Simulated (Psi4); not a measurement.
**Run report: O$_{2}$, geometry relaxation (part 3 of 4)**

Continued. System: O$_{2}$, multiplicity 3. Method: B3LYP/6-31G**, UKS, dispersion D3(BJ) (Psi4 1.11). The atoms were displaced at random from an optimised geometry.

Geometry of the input (Å):
```
O  0.4849  -0.1702  0.2554
O  -0.5278  0.1420  -0.1346
```

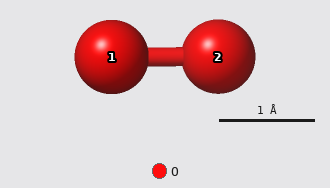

**Figure 1.** The structure as given in the input (ball-and-stick view, seen on its broad side; atoms are numbered from 1 in the order of the input).

What the program printed, continued
```
   @DF-UKS iter   0:  -150.31701683108980   -1.50317e+02   5.04922e-04
   @DF-UKS iter   1:  -150.32042626793296   -3.40944e-03   9.20392e-05 DIIS
   @DF-UKS iter   2:  -150.32042838596948   -2.11804e-06   4.28118e-05 DIIS
   @DF-UKS iter   3:  -150.32042898097569   -5.95006e-07   6.30547e-06 DIIS
   @DF-UKS iter   4:  -150.32042899422524   -1.32495e-08   2.54186e-07 DIIS
   @DF-UKS iter   5:  -150.32042899424889   -2.36469e-11   2.73089e-08 DIIS
   @DF-UKS iter   6:  -150.32042899424812    7.67386e-13   5.76030e-08 DIIS
   @DF-UKS iter   7:  -150.32042899424914   -1.02318e-12   1.40851e-09 DIIS
  Energy and wave function converged.

  ==> Post-Iterations <==

   Electrons on quadrature grid:
      Nalpha   =    8.9999997241 ; deviation = -2.759e-07
      Nbeta    =    6.9999999924 ; deviation = -7.625e-09
      Ntotal   =   15.9999997165 ; deviation = -2.835e-07

   @Spin Contamination Metric:   6.593972083E-03
   @S^2 Expected:                2.000000000E+00
   @S^2 Observed:                2.006593972E+00
   @S   Expected:                1.000000000E+00
   @S   Observed:                1.000000000E+00

    Final Occupation by Irrep:
              A
    DOCC [     7 ]
    SOCC [     2 ]
    NA   [     9 ]
    NB   [     7 ]

  @DF-UKS Final Energy:  -150.32042899424914

   => Energetics <=

    Nuclear Repulsion Energy =             27.9182436359936332
    One-Electron Energy =                -261.5659165517506608
    Two-Electron Energy =                  97.0864267522394755
    DFT Exchange-Correlation Energy =     -13.7587273295901085
    Empirical Dispersion Energy =          -0.0004555011414996
    VV10 Nonlocal Energy =                  0.0000000000000000
    Total Energy =                       -150.3204289942491414

  UHF NO Occupations:
  HONO-2 :    7  A 1.9988138
  HONO-1 :    8  A 1.0000000
  HONO-0 :    9  A 1.0000000
  LUNO+0 :   10  A 0.0011862
  LUNO+1 :   11  A 0.0011862
  LUNO+2 :   12  A 0.0006533
  LUNO+3 :   13  A 0.0002430

Computation Completed

Properties will be evaluated at   0.000000,   0.000000,   0.000000 [a0]

Properties computed using the SCF density matrix

 Multipole Moments:

 ------------------------------------------------------------------------------------
     Multipole            Electronic (a.u.)      Nuclear  (a.u.)        Total (a.u.)
 ------------------------------------------------------------------------------------

 L = 1.  Multiply by 2.5417464519 to convert [e a0] to [Debye]
 Dipole X            :          0.0000000            0.0000000            0.0000000
 Dipole Y            :         -0.0000000            0.0000000           -0.0000000
 Dipole Z            :         -0.0000000            0.0000000           -0.0000000
 Magnitude           :                                                    0.0000000

 ------------------------------------------------------------------------------------

	total time  =          1 seconds =       0.02 minutes

         ------------------------------------------------------------
                                   SCF GRAD
         ------------------------------------------------------------

  ==> Geometry <==

    Molecular point group: c1
    Full point group: D_inf_h

    Geometry (in Angstrom), charge = 0, multiplicity = 3:

       Center              X                  Y                   Z               Mass
    ------------   -----------------  -----------------  -----------------  -----------------
         O            0.000000000000     0.000000000000    -0.606544987651    15.994914619570
         O            0.000000000000     0.000000000000     0.606544987651    15.994914619570

  Nuclear repulsion =   27.918243635993633

   => Molecular Quadrature <=

    Radial Scheme          =       TREUTLER
    Pruning Scheme         =           NONE
    Nuclear Scheme         =       TREUTLER

    Blocking Scheme        =         OCTREE
    BS radius alpha        =              1
    Pruning alpha          =              1
    Radial Points          =             75
    Spherical Points       =            302
    Total Points           =          41814
    Total Blocks           =            368
    Max Points             =            253
    Max Functions          =             30
    Weights Tolerance      =       1.00E-15

  -Total Gradient:
     Atom            X                  Y                   Z
    ------   -----------------  -----------------  -----------------
       1       -0.000000000000    -0.000000000000     0.002407723248
       2       -0.000000000000    -0.000000000000    -0.002407723248

	total time  =          1 seconds =       0.02 minutes

    			-----------------------------------------

    			 OPTKING 3.0: for geometry optimizations

    			        with contributions from

    			-----------------------------------------

	                            ===> Fragment 1 <==

	 Z (Atomic Numbers)          Masses                          Geom
	       8.000000            15.994915          0.00000000  0.00000000 -1.14620391
	       8.000000            15.994915          0.00000000  0.00000000  1.14620391

	 - Coordinate -           - BOHR/RAD -       - ANG/DEG -
	 R(1,2)           =         2.292408           1.213090

	        --- Internal Coordinate Step in ANG or DEG, aJ/ANG or AJ/DEG ---
	-------------------------------------------------------------------------------
	           Coordinate      Previous         Force          Change          New
	           ----------      --------        ------          ------        ------
	               R(1,2)       1.21309        0.01984        0.00111       1.21420
	-------------------------------------------------------------------------------

	                                 ==> Convergence Check <==

	Measures of convergence in internal coordinates in au.

	Criteria marked as inactive (o), active & met (*), and active & unmet ( ).

	----------------------------------------------------------------------------------------------
	   Step    Total Energy     Delta E     Max Force     RMS Force      Max Disp      RMS Disp
	----------------------------------------------------------------------------------------------
	  Convergence Criteria     1.00e-06 *    3.00e-04 *             o    1.20e-03 *             o
	----------------------------------------------------------------------------------------------
	     4    -150.32042899   -4.53e-05      2.41e-03      2.41e-03 o    2.10e-03      2.10e-03 o  ~
	----------------------------------------------------------------------------------------------

Next Geometry in Ang
	Fragment 1 (Ang)

	    O   0.0000000000   0.0000000000  -0.6071017005
	    O   0.0000000000   0.0000000000   0.6071017005

    Structure for next step:
    Molecular point group: c1
    Full point group: D_inf_h

    Geometry (in Angstrom), charge = 0, multiplicity = 3:

    O
    O             1          r2

    r2        =    1.2142034009

gradient() will perform analytic gradient computation.

  ==> Geometry <==

    Molecular point group: c1
    Full point group: D_inf_h

    Geometry (in Angstrom), charge = 0, multiplicity = 3:

       Center              X                  Y                   Z               Mass
    ------------   -----------------  -----------------  -----------------  -----------------
         O            0.000000000000     0.000000000000    -0.607101700466    15.994914619570
         O            0.000000000000     0.000000000000     0.607101700466    15.994914619570

  Running in c1 symmetry.

  Rotational constants: A = ************  B =      1.42976  C =      1.42976 [cm^-1]
  Rotational constants: A = ************  B =  42862.98171  C =  42862.98171 [MHz]
  Nuclear repulsion =   27.892642581017530

  Charge       = 0
  Multiplicity = 3
  Electrons    = 16
  Nalpha       = 9
  Nbeta        = 7

   => Auxiliary Basis Set <=

  Basis Set: (6-31G** AUX)
    Blend: CC-PVDZ-JKFIT
    Number of shells: 48
    Number of basis functions: 162
    Number of Cartesian functions: 162
    Spherical Harmonics?: false
    Max angular momentum: 3

  Cached 100.0% of DFT collocation blocks in 0.035 [GiB].

  Minimum eigenvalue in the overlap matrix is 7.1770948350E-03.
  Reciprocal condition number of the overlap matrix is 1.4770487745E-03.
    Using symmetric orthogonalization.

  ==> Iterations <==

                           Total Energy        Delta E     RMS |[F,P]|

   @DF-UKS iter   0:  -150.31952280937699   -1.50320e+02   1.34029e-04
   @DF-UKS iter   1:  -150.32043199442487   -9.09185e-04   2.45373e-05 DIIS
   @DF-UKS iter   2:  -150.32043214489130   -1.50466e-07   1.14311e-05 DIIS
   @DF-UKS iter   3:  -150.32043218734063   -4.24493e-08   1.68139e-06 DIIS
   @DF-UKS iter   4:  -150.32043218828267   -9.42038e-10   6.77041e-08 DIIS
   @DF-UKS iter   5:  -150.32043218828443   -1.76215e-12   3.49636e-09 DIIS
  Energy and wave function converged.

  ==> Post-Iterations <==

   Electrons on quadrature grid:
      Nalpha   =    8.9999997208 ; deviation = -2.792e-07
      Nbeta    =    6.9999999897 ; deviation = -1.027e-08
      Ntotal   =   15.9999997105 ; deviation = -2.895e-07

   @Spin Contamination Metric:   6.601989843E-03
   @S^2 Expected:                2.000000000E+00
   @S^2 Observed:                2.006601990E+00
   @S   Expected:                1.000000000E+00
   @S   Observed:                1.000000000E+00

    Final Occupation by Irrep:
              A
    DOCC [     7 ]
    SOCC [     2 ]
    NA   [     9 ]
    NB   [     7 ]

  @DF-UKS Final Energy:  -150.32043218828443

   => Energetics <=

    Nuclear Repulsion Energy =             27.8926425810175296
    One-Electron Energy =                -261.5169610089253638
    Two-Electron Energy =                  97.0622828928363219
    DFT Exchange-Correlation Energy =     -13.7579411546062378
    Empirical Dispersion Energy =          -0.0004554986066595
    VV10 Nonlocal Energy =                  0.0000000000000000
    Total Energy =                       -150.3204321882844283

  UHF NO Occupations:
  HONO-2 :    7  A 1.9988119
  HONO-1 :    8  A 1.0000000
  HONO-0 :    9  A 1.0000000
  LUNO+0 :   10  A 0.0011881
  LUNO+1 :   11  A 0.0011881
  LUNO+2 :   12  A 0.0006534
  LUNO+3 :   13  A 0.0002431

Computation Completed

Properties will be evaluated at   0.000000,   0.000000,   0.000000 [a0]

Properties computed using the SCF density matrix

 Multipole Moments:

 ------------------------------------------------------------------------------------
     Multipole            Electronic (a.u.)      Nuclear  (a.u.)        Total (a.u.)
 ------------------------------------------------------------------------------------

 L = 1.  Multiply by 2.5417464519 to convert [e a0] to [Debye]
 Dipole X            :         -0.0000000            0.0000000           -0.0000000
 Dipole Y            :          0.0000000            0.0000000            0.0000000
 Dipole Z            :         -0.0000000            0.0000000           -0.0000000
 Magnitude           :                                                    0.0000000

 ------------------------------------------------------------------------------------

	total time  =          1 seconds =       0.02 minutes

         ------------------------------------------------------------
                                   SCF GRAD
         ------------------------------------------------------------

  ==> Geometry <==

    Molecular point group: c1
    Full point group: D_inf_h

    Geometry (in Angstrom), charge = 0, multiplicity = 3:

       Center              X                  Y                   Z               Mass
    ------------   -----------------  -----------------  -----------------  -----------------
         O            0.000000000000     0.000000000000    -0.607101700466    15.994914619570
         O            0.000000000000     0.000000000000     0.607101700466    15.994914619570

  Nuclear repulsion =   27.892642581017530

   => Molecular Quadrature <=

    Radial Scheme          =       TREUTLER
    Pruning Scheme         =           NONE
    Nuclear Scheme         =       TREUTLER

    Blocking Scheme        =         OCTREE
    BS radius alpha        =              1
    Pruning alpha          =              1
    Radial Points          =             75
    Spherical Points       =            302
    Total Points           =          41814
    Total Blocks           =            368
    Max Points             =            253
    Max Functions          =             30
    Weights Tolerance      =       1.00E-15

  -Total Gradient:
     Atom            X                  Y                   Z
    ------   -----------------  -----------------  -----------------
       1        0.000000000000     0.000000000000     0.000644324328
       2        0.000000000000     0.000000000000    -0.000644324328

	total time  =          0 seconds =       0.00 minutes

    			-----------------------------------------

    			 OPTKING 3.0: for geometry optimizations

    			        with contributions from

    			-----------------------------------------

	                            ===> Fragment 1 <==

	 Z (Atomic Numbers)          Masses                          Geom
	       8.000000            15.994915          0.00000000  0.00000000 -1.14725594
	       8.000000            15.994915          0.00000000  0.00000000  1.14725594

	 - Coordinate -           - BOHR/RAD -       - ANG/DEG -
	 R(1,2)           =         2.294512           1.214203

	        --- Internal Coordinate Step in ANG or DEG, aJ/ANG or AJ/DEG ---
	-------------------------------------------------------------------------------
	           Coordinate      Previous         Force          Change          New
	           ----------      --------        ------          ------        ------
	               R(1,2)       1.21420        0.00531        0.00030       1.21450
	-------------------------------------------------------------------------------

	                                 ==> Convergence Check <==

	Measures of convergence in internal coordinates in au.

	Criteria marked as inactive (o), active & met (*), and active & unmet ( ).

	----------------------------------------------------------------------------------------------
	   Step    Total Energy     Delta E     Max Force     RMS Force      Max Disp      RMS Disp
	----------------------------------------------------------------------------------------------
	  Convergence Criteria     1.00e-06 *    3.00e-04 *             o    1.20e-03 *             o
	----------------------------------------------------------------------------------------------
	     5    -150.32043219   -3.19e-06      6.44e-04      6.44e-04 o    5.65e-04 *    5.65e-04 o  ~
	----------------------------------------------------------------------------------------------

Next Geometry in Ang
	Fragment 1 (Ang)

	    O   0.0000000000   0.0000000000  -0.6072512056
	    O   0.0000000000   0.0000000000   0.6072512056

    Structure for next step:
    Molecular point group: c1
    Full point group: D_inf_h

    Geometry (in Angstrom), charge = 0, multiplicity = 3:

    O
    O             1          r2

    r2        =    1.2145024112

gradient() will perform analytic gradient computation.

  ==> Geometry <==

    Molecular point group: c1
    Full point group: D_inf_h

    Geometry (in Angstrom), charge = 0, multiplicity = 3:

       Center              X                  Y                   Z               Mass
    ------------   -----------------  -----------------  -----------------  -----------------
         O            0.000000000000     0.000000000000    -0.607251205601    15.994914619570
         O            0.000000000000     0.000000000000     0.607251205601    15.994914619570

  Running in c1 symmetry.

  Rotational constants: A = ************  B =      1.42905  C =      1.42905 [cm^-1]
  Rotational constants: A = ************  B =  42841.87859  C =  42841.87859 [MHz]
  Nuclear repulsion =   27.885775417572198

  Charge       = 0
  Multiplicity = 3
  Electrons    = 16
  Nalpha       = 9
  Nbeta        = 7

   => Auxiliary Basis Set <=

  Basis Set: (6-31G** AUX)
    Blend: CC-PVDZ-JKFIT
    Number of shells: 48
    Number of basis functions: 162
    Number of Cartesian functions: 162
    Spherical Harmonics?: false
    Max angular momentum: 3

  Cached 100.0% of DFT collocation blocks in 0.035 [GiB].

  Minimum eigenvalue in the overlap matrix is 7.1840164998E-03.
  Reciprocal condition number of the overlap matrix is 1.4786739213E-03.
    Using symmetric orthogonalization.

  ==> Iterations <==

                           Total Energy        Delta E     RMS |[F,P]|
```
